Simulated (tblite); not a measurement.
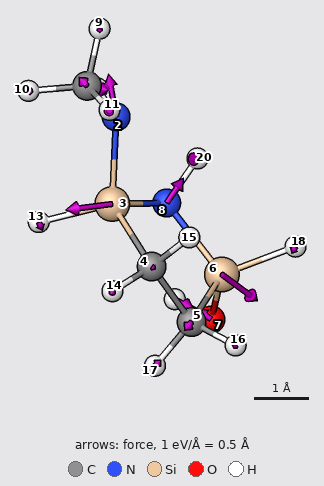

Starting geometry of C3H12N2OSi2 with the computed forces as purple arrows. Style: ball-and-stick. Shown from a free direction.

Theory: GFN2-xTB geometry optimisation, gas phase (tblite 0.8.0). 

> What follows when this structure is relaxed?

It isn't relaxed: the largest force vector, on a Si atom, is 2.24 eV/Å. The final displacements have little in common with the starting forces (cosine between the two patterns 0.26). The atom that moves furthest after the best rigid fit is an H atom (1.08 Å). By element the largest moves are H 1.08 Å, O 0.39 Å, N 0.25 Å, C 0.22 Å, Si 0.19 Å. Among the contacts that change: N–Si 1.690 → 1.721 Å, H–O 0.979 → 0.954 Å, O–Si 1.653 → 1.630 Å, H–Si 1.480 → 1.457 Å. Among the angles between lasting bonds that change: Si–N–H 105.3° → 121.8°, Si–N–H 106.6° → 121.1°, Si–N–Si 104.2° → 116.5°. Groups turn about O–Si by about 55°. After 118 geometry steps the energy has fallen by 0.672 eV. The run took 1.8 s on 1 thread of Arm Neoverse N1, with other jobs on the host.
